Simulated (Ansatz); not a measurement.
Input

```
crystal:
  periodic: [false, false, false]
  atoms:
    - { symbol: Zn, position_ang: [-0.3791, -0.9421, -0.7011] }
    - { symbol: O, position_ang: [0.4984, -0.2527, 1.1931] }
    - { symbol: O, position_ang: [-1.2699, -2.4146, -1.0244] }
    - { symbol: H, position_ang: [0.3584, 0.9011, 0.6837] }
    - { symbol: As, position_ang: [-0.2711, 1.8607, -0.9333] }
    - { symbol: H, position_ang: [0.891, -0.2751, 2.0685] }
    - { symbol: H, position_ang: [-1.0083, -3.2196, -0.5818] }
    - { symbol: H, position_ang: [-0.033, 2.3704, 0.4841] }
    - { symbol: H, position_ang: [1.2137, 1.9719, -1.1888] }
basis:
  gaussian: { orbitals: def2-SVP }
hamiltonian:
  xc: pbe0
relax:
  f_tol: 0.15
  max_steps: 25
  restrain:
    - { distance: [0, 4], at: 2.41, k: 30.0 }
    - { distance: [3, 1], at: 0.97, k: 30.0 }
    - { distance: [0, 1], at: 3.18, k: 30.0 }
    - { distance: [3, 4], at: 2.8, k: 30.0 }
output:
  orbitals: {}
```

Command:

```sh
ansatz run input.yaml --threads 2 --pin off --max-ram 3072MiB --backend cpu --events-out ev --progress --plain --runs-dir out
```

The fields are those of the run's last geometry, not of the input's.

All numbers below come from Ansatz 0.2.0, RKS PBE0/def2-SVP.

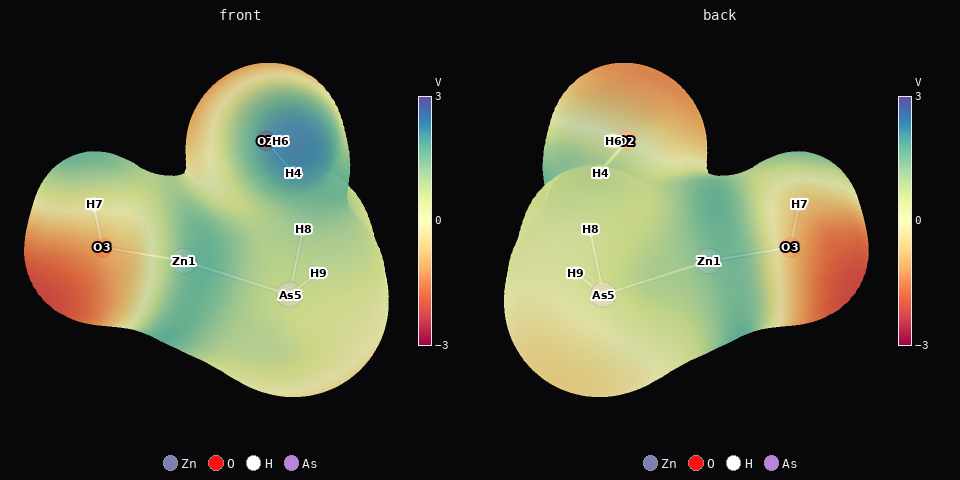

AsH$_{3}$OZn···H$_{2}$O. The electrostatic potential painted on the density surface at 0.002 e/bohr³, seen from the front and from behind; the colour scale runs from red (negative) to blue (positive).

Question: Where is the surface potential most negative and most positive?

Answer: The most negative region (about −2.2 V, or −51 kcal/mol for a unit charge) lies over O3, the most positive (about +2.4 V, or +55 kcal/mol for a unit charge) over H6. O3 is the likeliest acceptor of a hydrogen bond.
